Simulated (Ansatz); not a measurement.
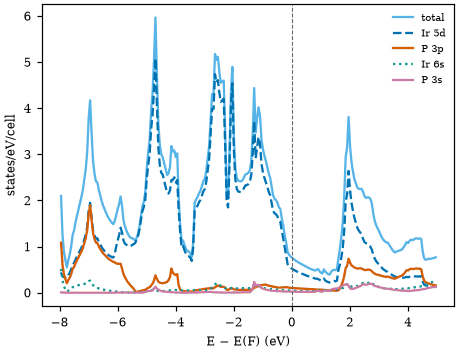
Figure: Total and projected density of states of PIr$_{2}$ (fluorite or antifluorite type, Fm-3m), r²SCAN (plane waves, PAW; program Ansatz)

Task: Which orbitals carry the states next to the Fermi level?

Result: Within 0.5 eV of the Fermi level: Ir 5d 76 %, P 3p 10 %, outside the projected shells 7 %. Projections are on Löwdin-orthogonalised atomic valence shells; empty p or d shells of many metals are not among them.

Task: Where is the tallest occupied peak in this window, and what makes it?

Result: Near -4.7 eV, about 6.0 states/eV per cell; the largest projected share is Ir 5d.

The workflow started from an entry of the Crystallography Open Database (COD). Its standing as an ambient phase is unchecked. The cell was relaxed with r²SCAN under the symmetry of its start; whether a distortion lowers the energy is not shown. The run is not spin-polarised. Scalar-relativistic: spin–orbit coupling is off unless named, which matters more the heavier the elements.

Potentials: the later of the program's two PAW sets.
